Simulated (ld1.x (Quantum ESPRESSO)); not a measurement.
# Pseudopotential generation for V (part 2 of 2)

Continued. System: vanadium (V, Z = 23), core [Ar], reference valence 3d3 4s2 4p0, valence charge 5. Method: ultrasoft potential, LDA (PZ), scalar-relativistic, made with ld1.x (Quantum ESPRESSO) 7.5.

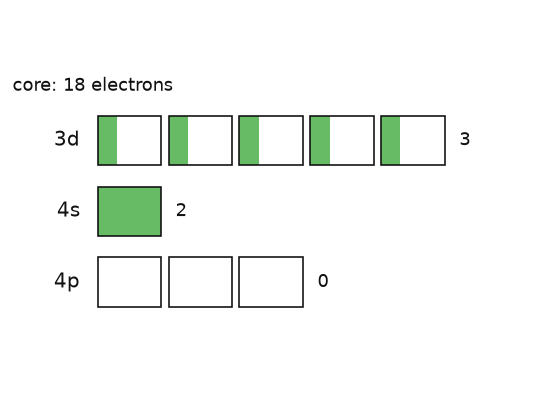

The valence shells of the reference configuration: a box for each of the 2l + 1 orbitals, shaded by the share of the shell that is filled, with the electron count at the right.

### Output of the test run (extracts), continued
```
     ---------------------- Testing the pseudopotential ----------------------

     V
     scalar relativistic calculation

     atomic number is 23.00   valence charge is  5.00
     dft =PZ   lsd =0 sic =0 latt =0  beta=0.20 tr2=1.0E-14
     mesh =1181 r(mesh) = 100.93793 xmin = -7.00 dx = 0.01250

     n l     nl             e AE (Ry)        e PS (Ry)    De AE-PS (Ry)
     3 2     3D   1( 3.00)       -0.49350       -0.49335       -0.00015
     1 0     4S   1( 1.00)       -0.41904       -0.41941        0.00037
     2 1     4P   1( 1.00)       -0.16168       -0.16170        0.00002

     eps = 4.0E-16  iter =  9

     Etot =   -1893.865874 Ry,    -946.932937 Ha,  -25767.357893 eV
     Etotps =   -29.398509 Ry,     -14.699255 Ha,    -399.987096 eV
     dEtot_ae =       0.250525 Ry
     dEtot_ps =       0.250706 Ry,   Delta E=      -0.000181 Ry

     Ekin =       4.069697 Ry,       2.034848 Ha,      55.371044 eV
     Encl =     -29.478465 Ry,     -14.739233 Ha,    -401.074951 eV
     Ehrt =      10.549384 Ry,       5.274692 Ha,     143.531681 eV
     Ecxc =     -22.644131 Ry,     -11.322065 Ha,    -308.089092 eV
     (Ecc =     -17.157751 Ry,      -8.578876 Ha,    -233.443099 eV)
     Epseu=       8.105006 Ry,       4.052503 Ha,     110.274223 eV

     ---------------------- End of pseudopotential test ----------------------

     ---------------------- Testing the pseudopotential ----------------------

     V
     scalar relativistic calculation

     atomic number is 23.00   valence charge is  5.00
     dft =PZ   lsd =0 sic =0 latt =0  beta=0.20 tr2=1.0E-14
     mesh =1181 r(mesh) = 100.93793 xmin = -7.00 dx = 0.01250

     n l     nl             e AE (Ry)        e PS (Ry)    De AE-PS (Ry)
     3 2     3D   1( 1.00)       -4.07534       -4.29552        0.22017  !
     1 0     4S   1( 0.00)       -2.85319       -3.08906        0.23586  !
     2 1     4P   1( 0.00)       -2.34067       -2.41438        0.07371  !

     eps = 5.5E-17  iter = 12

     Etot =   -1886.929929 Ry,    -943.464965 Ha,  -25672.989564 eV
     Etotps =   -22.311038 Ry,     -11.155519 Ha,    -303.557143 eV
     dEtot_ae =       7.186469 Ry
     dEtot_ps =       7.338176 Ry,   Delta E=      -0.151708 Ry

     Ekin =       2.996476 Ry,       1.498238 Ha,      40.769127 eV
     Encl =      -9.047962 Ry,      -4.523981 Ha,    -123.103798 eV
     Ehrt =       0.884627 Ry,       0.442313 Ha,      12.035963 eV
     Ecxc =     -19.121497 Ry,      -9.560749 Ha,    -260.161223 eV
     (Ecc =     -17.157751 Ry,      -8.578876 Ha,    -233.443099 eV)
     Epseu=       1.977319 Ry,       0.988659 Ha,      26.902789 eV

     ---------------------- End of pseudopotential test ----------------------

     ---------------------- Testing the pseudopotential ----------------------

     V
     scalar relativistic calculation

     atomic number is 23.00   valence charge is  5.00
     dft =PZ   lsd =1 sic =0 latt =0  beta=0.20 tr2=1.0E-14
     mesh =1181 r(mesh) = 100.93793 xmin = -7.00 dx = 0.01250

     n l     nl             e AE (Ry)        e PS (Ry)    De AE-PS (Ry)
     3 2     3D   1( 3.00)       -0.45092       -0.44901       -0.00191
     1 0     4S   1( 1.00)       -0.37587       -0.37651        0.00063
     2 1     4P   1( 0.00)       -0.12153       -0.12166        0.00013
     3 2     3D   2( 0.00)       -0.29191       -0.29409        0.00218
     1 0     4S   2( 1.00)       -0.32800       -0.32801        0.00001
     2 1     4P   2( 0.00)       -0.10093       -0.10093       -0.00000

     eps = 1.7E-15  iter =  9

     Etot =   -1894.236068 Ry,    -947.118034 Ha,  -25772.394650 eV
     Etotps =   -29.765751 Ry,     -14.882876 Ha,    -404.983678 eV
     dEtot_ae =      -0.119670 Ry
     dEtot_ps =      -0.116536 Ry,   Delta E=      -0.003134 Ry

     Ekin =       3.966769 Ry,       1.983384 Ha,      53.970639 eV
     Encl =     -30.142303 Ry,     -15.071151 Ha,    -410.106919 eV
     Ehrt =      11.047617 Ry,       5.523809 Ha,     150.310487 eV
     Ecxc =     -22.884799 Ry,     -11.442400 Ha,    -311.363554 eV
     (Ecc =     -17.157751 Ry,      -8.578876 Ha,    -233.443099 eV)
     Epseu=       8.246964 Ry,       4.123482 Ha,     112.205668 eV

     ---------------------- End of pseudopotential test ----------------------

     ---------------------- Testing the pseudopotential ----------------------

     V
     scalar relativistic calculation

     atomic number is 23.00   valence charge is  5.00
     dft =PZ   lsd =1 sic =0 latt =0  beta=0.20 tr2=1.0E-14
     mesh =1181 r(mesh) = 100.93793 xmin = -7.00 dx = 0.01250

     n l     nl             e AE (Ry)        e PS (Ry)    De AE-PS (Ry)
     3 2     3D   1( 3.00)       -1.01319       -1.01256       -0.00063
     1 0     4S   1( 1.00)       -0.86349       -0.86449        0.00100
     2 1     4P   1( 0.00)       -0.54716       -0.54737        0.00020
     3 2     3D   2( 0.00)       -0.81861       -0.82213        0.00352
     1 0     4S   2( 0.00)       -0.71259       -0.71354        0.00095
     2 1     4P   2( 0.00)       -0.42972       -0.43018        0.00045

     eps = 4.6E-15  iter =  7

     Etot =   -1893.706881 Ry,    -946.853440 Ha,  -25765.194682 eV
     Etotps =   -29.236317 Ry,     -14.618158 Ha,    -397.780356 eV
     dEtot_ae =       0.409518 Ry
     dEtot_ps =       0.412898 Ry,   Delta E=      -0.003380 Ry

     Ekin =       3.935070 Ry,       1.967535 Ha,      53.539353 eV
     Encl =     -27.314867 Ry,     -13.657433 Ha,    -371.637695 eV
     Ehrt =       8.599457 Ry,       4.299728 Ha,     117.001569 eV
     Ecxc =     -22.590939 Ry,     -11.295469 Ha,    -307.365378 eV
     (Ecc =     -17.157751 Ry,      -8.578876 Ha,    -233.443099 eV)
     Epseu=       8.134962 Ry,       4.067481 Ha,     110.681795 eV

     ---------------------- End of pseudopotential test ----------------------
```

### Summary

- outcome: generated, with a ghost state
- cutoffs needed: 15 Ry and 18 Ry (the cutoffs, on a coarse ladder, from which the occupation-weighted sum of valence levels, in a spherical-Bessel basis at the reference potential, stays within 10 and 1 mRy of its value at 400 Ry); ghost states and empty shells don't enter this sum
- ghost test: ghost state below the valence levels: p at -24.7 eV (spherical-Bessel basis up to 400 Ry, 20 bohr box)
- configuration tests: 1 of 9 tests not solved
- lowest eigenvalue of the overlap operator S in a Bessel basis (separate test): 0.36 (s channel)
- density cutoff estimated by the generator: 105 Ry
- largest excitation error among the tests solved: -2064 meV (all-electron minus pseudo) for 3d1 4s0 4p0
- clearest signs, in the scattering phases, of states that the all-electron atom lacks: s near 1.7 Ry
- range over which the phases arctan(r u′/u) at the test radius agree within 0.05 rad (a looser test near the poles than one of phase shifts): s: up to about 1.7 Ry; p: between about -1.8 and 3.7 Ry; d: over the whole range computed
- hardware: 1 CPU thread, shared host
- wall time: 1.9 s

### Remarks

The potential has a bound ghost state, so it can't be used as it stands. An excitation error of 2064 meV in its own tests makes this a poorly transferable potential.
